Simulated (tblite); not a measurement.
## Run report: C7H11NSi, geometry relaxation (part 1 of 4)

- system: C7H11NSi, SMILES C=C(C)[C@@H]1C[SiH2][C@H]1C#N
- method: GFN2-xTB geometry optimisation, gas phase (tblite 0.8.0)

It belongs to a series of runs on one base structure; here: H on C replaced by CN.

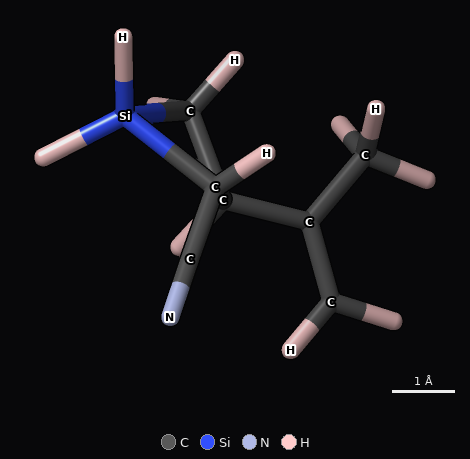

Fig. 1: The structure as given in the input (stick view, seen at a tilt). Bond lengths as drawn: C–C 1.34 to 1.58 Å, C–H 1.08 to 1.11 Å, C–N 1.17 Å, C–Si 1.90 Å and H–Si 1.49 Å.

### The input
```
{"job": {"kind": "relax", "xc": "GFN2-xTB", "basis": "xTB"}, "charge": 0, "multiplicity": 1}
C     -1.812700    -1.343000    -0.816000
C     -1.309500    -0.269700    -0.191600
C     -2.074700     0.990700     0.000500
C      0.101000    -0.377500     0.335800
C      0.571700     0.741400     1.346900
Si     2.334800     0.469700     0.692300
C      1.212800    -0.064000    -0.744300
C      1.753500    -1.197200    -1.440300
N      2.181900    -2.117800    -2.016900
H     -1.266000    -2.263400    -0.945400
H     -2.832400    -1.326900    -1.222000
H     -1.567800     1.830000    -0.474800
H     -3.084900     0.930700    -0.444300
H     -2.215900     1.214800     1.057700
H      0.221300    -1.371100     0.814600
H      0.423700     0.519900     2.411100
H      0.235100     1.764700     1.133600
H      3.041300    -0.634100     1.404800
H      3.103400     1.728000     0.478700
H      0.978400     0.785500    -1.383300
```

The first line tells a small driver script what to run in tblite; the rest is the geometry in Å.

Command:
```bash
OMP_NUM_THREADS=1 python <driver script> task.json out
```

### The program's output
```
step      E/eV     max force
  0    -684.35352    2.538
  1    -684.37701    6.713
  2    -684.52553    1.511
  3    -684.57615    0.982
  4    -684.60748    0.311
  5    -684.62837    0.457
  6    -684.63601    0.245
  7    -684.64716    0.282
  8    -684.65461    0.327
  9    -684.66145    0.223
 10    -684.66610    0.179
 11    -684.67016    0.185
 12    -684.67330    0.186
 13    -684.67540    0.107
 14    -684.67664    0.102
 15    -684.67755    0.089
 16    -684.67848    0.108
 17    -684.67965    0.110
 18    -684.68116    0.114
 19    -684.68309    0.120
 20    -684.68548    0.169
 21    -684.68825    0.192
 22    -684.69115    0.156
 23    -684.69383    0.122
 24    -684.69598    0.113
 25    -684.69764    0.107
 26    -684.69913    0.112
 27    -684.70063    0.118
 28    -684.70212    0.101
 29    -684.70352    0.110
 30    -684.70473    0.099
 31    -684.70573    0.077
 32    -684.70652    0.084
 33    -684.70712    0.057
 34    -684.70769    0.062
 35    -684.70840    0.080
 36    -684.70926    0.083
 37    -684.71010    0.091
 38    -684.71085    0.069
 39    -684.71164    0.072
 40    -684.71273    0.093
 41    -684.71413    0.094
 42    -684.71544    0.097
 43    -684.71624    0.062
 44    -684.71678    0.053
 45    -684.71736    0.065
 46    -684.71819    0.065
 47    -684.71898    0.070
 48    -684.71958    0.052
 49    -684.72009    0.052
 50    -684.72069    0.069
 51    -684.72138    0.058
 52    -684.72204    0.058
 53    -684.72260    0.063
 54    -684.72318    0.062
 55    -684.72391    0.072
 56    -684.72482    0.076
 57    -684.72571    0.072
 58    -684.72652    0.076
 59    -684.72729    0.064
 60    -684.72809    0.066
 61    -684.72880    0.067
 62    -684.72960    0.079
 63    -684.73035    0.092
 64    -684.73144    0.091
 65    -684.73227    0.085
 66    -684.73357    0.100
 67    -684.73456    0.122
 68    -684.73532    0.057
 69    -684.73571    0.074
 70    -684.73626    0.073
 71    -684.73685    0.061
 72    -684.73810    0.051
 73    -684.73852    0.054
 74    -684.73943    0.092
 75    -684.74035    0.139
 76    -684.74097    0.247
 77    -684.74243    0.160
 78    -684.74332    0.114
 79    -684.74417    0.110
 80    -684.74475    0.097
 81    -684.74520    0.055
 82    -684.74608    0.082
 83    -684.74653    0.055
 84    -684.74741    0.060
 85    -684.74807    0.093
 86    -684.74856    0.069
 87    -684.74915    0.068
 88    -684.75061    0.093
 89    -684.75142    0.095
 90    -684.75232    0.112
 91    -684.75297    0.094
 92    -684.75365    0.080
 93    -684.75445    0.063
 94    -684.75521    0.048
 95    -684.75565    0.038
 96    -684.75602    0.042
 97    -684.75637    0.040
 98    -684.75666    0.037
 99    -684.75683    0.032
100    -684.75692    0.044
101    -684.75701    0.033
102    -684.75714    0.022
103    -684.75735    0.049
104    -684.75754    0.032
105    -684.75770    0.037
106    -684.75784    0.036
107    -684.75802    0.027
108    -684.75824    0.031
109    -684.75850    0.043
110    -684.75874    0.037
111    -684.75897    0.036
112    -684.75920    0.031
113    -684.75939    0.036
114    -684.75955    0.027
115    -684.75968    0.026
116    -684.75979    0.023
117    -684.75992    0.024
118    -684.76009    0.032
119    -684.76033    0.039
120    -684.76059    0.036
121    -684.76081    0.026
122    -684.76094    0.025
123    -684.76102    0.023
124    -684.76110    0.019
125    -684.76117    0.018
126    -684.76122    0.015
127    -684.76127    0.016
128    -684.76132    0.018
129    -684.76138    0.019
130    -684.76144    0.017
131    -684.76148    0.013
132    -684.76152    0.013
133    -684.76156    0.010
```

### Trajectory as extended XYZ (Å, eV, eV/Å), 41 of the 134 frames kept, from step=0 to step=133
```
20
Properties=species:S:1:pos:R:3:forces:R:3 step=0 energy=-684.35352
C    -1.8127   -1.3430   -0.8160   -0.5650   0.7160   0.1160
C    -1.3095   -0.2697   -0.1916    0.0090  -1.2900  -0.3750
C    -2.0747    0.9907    0.0005   -0.6580   0.2460  -0.2510
C     0.1010   -0.3775    0.3358   -0.2620   1.3780   0.2630
C     0.5717    0.7414    1.3469    0.3250  -0.6460   0.2480
Si    2.3348    0.4697    0.6923    0.9920   0.7560   0.7670
C     1.2128   -0.0640   -0.7443    0.3820  -1.4640   0.2240
C     1.7535   -1.1972   -1.4403    0.1220  -1.2900  -1.4200
N     2.1819   -2.1178   -2.0169   -0.8370   1.9610   1.3770
H    -1.2660   -2.2634   -0.9454    0.0180   0.1470   0.0250
H    -2.8324   -1.3269   -1.2220    0.5930  -0.0360   0.1770
H    -1.5678    1.8300   -0.4748    0.0620   0.0360   0.0780
H    -3.0849    0.9307   -0.4443    0.5000  -0.1400   0.1130
H    -2.2159    1.2148    1.0577    0.1700  -0.0060   0.0070
H     0.2213   -1.3711    0.8146    0.2070   0.5340  -0.4740
H     0.4237    0.5199    2.4111   -0.3420   0.0810  -0.3740
H     0.2351    1.7647    1.1336   -0.2260  -0.5890  -0.0060
H     3.0413   -0.6341    1.4048   -0.1890   0.4570  -0.4030
H     3.1034    1.7280    0.4787   -0.0640  -0.5180   0.0400
H     0.9784    0.7855   -1.3833   -0.2380  -0.3340  -0.1350
20
Properties=species:S:1:pos:R:3:forces:R:3 step=3 energy=-684.57615
C    -1.8260   -1.3440   -0.8192    0.3180   0.7960   0.4800
C    -1.3090   -0.2795   -0.1919   -0.3150  -0.5470  -0.3420
C    -2.0835    0.9914   -0.0049    0.0130   0.0420   0.0010
C     0.0957   -0.3445    0.3425    0.0360   0.1660  -0.0340
C     0.5850    0.7272    1.3508    0.1540  -0.0610   0.1090
Si    2.3614    0.4919    0.7161    0.0130   0.1260   0.1240
C     1.2222   -0.0940   -0.7303    0.0560   0.0990   0.2930
C     1.7301   -1.1938   -1.4585   -0.0980  -0.5720  -0.4390
N     2.1790   -2.1046   -2.0038   -0.2350   0.5240   0.3210
H    -1.2694   -2.2526   -0.9441    0.0820  -0.0870  -0.0250
H    -2.8201   -1.3272   -1.2191   -0.1320  -0.0060  -0.0890
H    -1.5659    1.8303   -0.4718    0.0210  -0.0070   0.0410
H    -3.0753    0.9248   -0.4444    0.0220  -0.1110  -0.0670
H    -2.2092    1.2138    1.0562    0.0980  -0.0200  -0.0390
H     0.2292   -1.3448    0.7949    0.1250   0.3410  -0.2490
H     0.4080    0.5203    2.4021   -0.2970  -0.0750  -0.0300
H     0.2274    1.7385    1.1342   -0.1380  -0.3180  -0.0120
H     3.0369   -0.6178    1.3907    0.0750   0.1460  -0.1280
H     3.1059    1.7142    0.4793    0.2480   0.0450  -0.0320
H     0.9727    0.7613   -1.3820   -0.0450  -0.4820   0.1170
20
Properties=species:S:1:pos:R:3:forces:R:3 step=7 energy=-684.64716
C    -1.8242   -1.3284   -0.8083    0.0220  -0.0510  -0.0480
C    -1.3082   -0.2731   -0.1940    0.0250   0.0390  -0.0280
C    -2.0840    0.9943   -0.0078    0.0580  -0.0040  -0.0030
C     0.0994   -0.3242    0.3382    0.0140  -0.1290   0.0990
C     0.5904    0.7175    1.3661   -0.1020   0.0210  -0.0070
Si    2.3690    0.5150    0.7294    0.0600   0.0800   0.0150
C     1.2328   -0.1015   -0.7051   -0.0900   0.0930  -0.0470
C     1.6870   -1.2045   -1.4630    0.1610  -0.2230   0.0610
N     2.1715   -2.0951   -2.0013   -0.1590   0.0280  -0.0370
H    -1.2669   -2.2433   -0.9429    0.0010   0.0740   0.0270
H    -2.8201   -1.3247   -1.2222    0.0480   0.0450   0.0400
H    -1.5615    1.8309   -0.4685   -0.0040   0.0620  -0.0320
H    -3.0714    0.9104   -0.4533    0.0090  -0.0030  -0.0090
H    -2.1963    1.2107    1.0535   -0.0200   0.0150   0.0190
H     0.2484   -1.3154    0.7674    0.0210  -0.1710   0.0440
H     0.3620    0.5047    2.4046   -0.1300  -0.0890   0.0390
H     0.2046    1.7056    1.1323   -0.0850   0.0710   0.0340
H     3.0547   -0.6001    1.3747    0.1090   0.0790  -0.0420
H     3.1452    1.7211    0.4745    0.0940  -0.0330  -0.0050
H     0.9625    0.7108   -1.3773   -0.0340   0.0960  -0.1200
20
Properties=species:S:1:pos:R:3:forces:R:3 step=10 energy=-684.66610
C    -1.8202   -1.3222   -0.8082    0.0340   0.0280  -0.0170
C    -1.3001   -0.2669   -0.1972   -0.0140  -0.0680   0.0500
C    -2.0793    0.9989   -0.0097    0.0580  -0.0180  -0.0050
C     0.1039   -0.3321    0.3441   -0.0150  -0.0170   0.0150
C     0.5759    0.7149    1.3764    0.0610  -0.0280  -0.0230
Si    2.3706    0.5333    0.7318   -0.0670   0.0290   0.0590
C     1.2309   -0.0988   -0.7042    0.0120   0.0180   0.0300
C     1.6818   -1.2217   -1.4423    0.1060   0.0770  -0.0410
N     2.1501   -2.0997   -2.0131   -0.1210  -0.0600   0.0300
H    -1.2624   -2.2336   -0.9390    0.0310  -0.0300   0.0030
H    -2.8153   -1.3170   -1.2191    0.0000   0.0370  -0.0040
H    -1.5604    1.8390   -0.4713   -0.0380   0.0300  -0.0060
H    -3.0666    0.9040   -0.4580    0.0660   0.0380   0.0280
H    -2.1932    1.2112    1.0540   -0.0270   0.0210  -0.0450
H     0.2601   -1.3309    0.7639   -0.0410  -0.0090   0.0150
H     0.3230    0.4845    2.4111    0.0120   0.0190  -0.1010
H     0.1813    1.7032    1.1361   -0.0260  -0.0810   0.0900
H     3.0820   -0.5830    1.3636    0.0110   0.1620  -0.0750
H     3.1804    1.7249    0.4707   -0.0510  -0.1140   0.0190
H     0.9524    0.7027   -1.3927    0.0090  -0.0330  -0.0240
20
Properties=species:S:1:pos:R:3:forces:R:3 step=13 energy=-684.67540
C    -1.8152   -1.3196   -0.8115   -0.0030  -0.0150   0.0110
C    -1.2965   -0.2695   -0.1924    0.0220   0.0160  -0.0020
C    -2.0706    0.9996   -0.0110   -0.0190   0.0220   0.0070
C     0.1056   -0.3388    0.3480    0.0310   0.0100  -0.0630
C     0.5730    0.7098    1.3785   -0.0580  -0.0340   0.0170
Si    2.3631    0.5457    0.7380   -0.0530  -0.0100  -0.0640
C     1.2325   -0.0959   -0.7016    0.0680  -0.0270  -0.0120
C     1.6915   -1.2196   -1.4365   -0.0510   0.0930  -0.0120
N     2.1242   -2.1102   -2.0149   -0.0380  -0.0620   0.0320
H    -1.2572   -2.2318   -0.9369    0.0000  -0.0280  -0.0160
H    -2.8119   -1.3085   -1.2182    0.0130   0.0090  -0.0290
H    -1.5636    1.8464   -0.4736    0.0290  -0.0160   0.0000
H    -3.0569    0.9054   -0.4576   -0.0010   0.0040  -0.0200
H    -2.1948    1.2146    1.0497    0.0070   0.0270   0.0120
H     0.2606   -1.3400    0.7646   -0.0170   0.0320   0.0020
H     0.3065    0.4760    2.4049    0.0570  -0.0260   0.0640
H     0.1664    1.6935    1.1486   -0.0240  -0.0140   0.0100
H     3.0981   -0.5558    1.3502    0.0470   0.0200   0.0180
H     3.1911    1.7141    0.4712   -0.0190   0.0440  -0.0030
H     0.9487    0.6952   -1.4025    0.0100  -0.0440   0.0480
20
Properties=species:S:1:pos:R:3:forces:R:3 step=17 energy=-684.67965
C    -1.8126   -1.3204   -0.8109    0.0020   0.0160  -0.0180
C    -1.2932   -0.2684   -0.1945   -0.0200  -0.0070  -0.0120
C    -2.0684    1.0021   -0.0111    0.0160  -0.0120  -0.0190
C     0.1085   -0.3409    0.3436   -0.0310   0.0040   0.0600
C     0.5654    0.7030    1.3826    0.0800   0.0210   0.0090
Si    2.3572    0.5515    0.7344    0.0510   0.0240   0.0600
C     1.2396   -0.0958   -0.7011   -0.0660   0.0140   0.0010
C     1.6902   -1.2153   -1.4412   -0.0110  -0.1090  -0.0010
N     2.1021   -2.1238   -2.0073   -0.0270  -0.0120   0.0100
H    -1.2562   -2.2343   -0.9390   -0.0110   0.0130  -0.0040
H    -2.8068   -1.3036   -1.2235   -0.0030  -0.0110  -0.0170
H    -1.5582    1.8465   -0.4747    0.0190  -0.0090  -0.0010
H    -3.0531    0.9070   -0.4617    0.0050   0.0110  -0.0020
H    -2.1941    1.2215    1.0496    0.0080  -0.0060  -0.0270
H     0.2582   -1.3398    0.7642    0.0050  -0.0250  -0.0190
H     0.3111    0.4649    2.4134    0.0400  -0.0310  -0.0320
H     0.1533    1.6859    1.1573   -0.0160  -0.0250   0.0320
H     3.1140   -0.5373    1.3469    0.0080   0.0230   0.0080
H     3.1897    1.7187    0.4705   -0.0470   0.0490  -0.0110
H     0.9482    0.6890   -1.4004   -0.0030   0.0730  -0.0180
20
Properties=species:S:1:pos:R:3:forces:R:3 step=20 energy=-684.68548
C    -1.8095   -1.3203   -0.8149   -0.0030   0.0490  -0.0520
C    -1.2906   -0.2668   -0.2009   -0.0040  -0.0430   0.1150
C    -2.0633    1.0047   -0.0154    0.0220   0.0060  -0.0340
C     0.1081   -0.3439    0.3465    0.0340   0.0070  -0.0050
C     0.5661    0.6954    1.3920    0.0650  -0.0190  -0.0170
Si    2.3586    0.5640    0.7355   -0.0400   0.0020  -0.0390
C     1.2392   -0.0950   -0.7030    0.0040  -0.0270   0.0150
C     1.6793   -1.2249   -1.4437   -0.1030   0.0310   0.1300
N     2.0621   -2.1554   -1.9943   -0.0070   0.0320   0.0020
H    -1.2580   -2.2363   -0.9443    0.0210   0.0110   0.0100
H    -2.7981   -1.2986   -1.2375   -0.0540  -0.0100  -0.0210
H    -1.5427    1.8436   -0.4774   -0.0100   0.0160  -0.0220
H    -3.0471    0.9130   -0.4702    0.0290   0.0280   0.0100
H    -2.1906    1.2322    1.0448    0.0090  -0.0580  -0.0650
H     0.2548   -1.3460    0.7606    0.0160  -0.0150  -0.0270
H     0.3337    0.4382    2.4253    0.0110   0.0050  -0.0990
H     0.1289    1.6712    1.1786    0.0540  -0.0410   0.0820
H     3.1431   -0.5050    1.3472   -0.0110   0.0080   0.0080
H     3.1732    1.7428    0.4664   -0.0500   0.0560  -0.0150
H     0.9477    0.6977   -1.3984    0.0180  -0.0360   0.0240
20
Properties=species:S:1:pos:R:3:forces:R:3 step=23 energy=-684.69383
C    -1.8059   -1.3142   -0.8284   -0.0080  -0.0190   0.0020
C    -1.2892   -0.2703   -0.1954    0.0090   0.0070  -0.0380
C    -2.0518    1.0081   -0.0269    0.0110   0.0130   0.0060
C     0.1107   -0.3477    0.3516   -0.0050  -0.0490  -0.0330
C     0.5773    0.6815    1.4017   -0.0880  -0.0560  -0.0130
Si    2.3606    0.5827    0.7317    0.0150  -0.0190  -0.1110
C     1.2368   -0.0959   -0.7006    0.0280   0.0000   0.0450
C     1.6488   -1.2417   -1.4315   -0.0160   0.0390   0.0490
N     2.0033   -2.1897   -1.9720   -0.0200   0.0690   0.0290
H    -1.2588   -2.2351   -0.9504    0.0120   0.0320   0.0040
H    -2.7928   -1.2930   -1.2601    0.0190   0.0280   0.0160
H    -1.5212    1.8417   -0.4855    0.0030   0.0180  -0.0450
H    -3.0349    0.9257   -0.4821    0.0120   0.0100  -0.0370
H    -2.1841    1.2382    1.0292   -0.0070  -0.0160   0.0400
H     0.2539   -1.3559    0.7502    0.0430  -0.0230   0.0170
H     0.3680    0.3995    2.4290   -0.0140  -0.0350   0.0590
H     0.1046    1.6445    1.2218    0.0960   0.0640   0.0410
H     3.1807   -0.4574    1.3486   -0.0310   0.0110  -0.0130
H     3.1390    1.7866    0.4577   -0.0610   0.0270  -0.0230
H     0.9499    0.7033   -1.3917    0.0050  -0.1010   0.0050
```
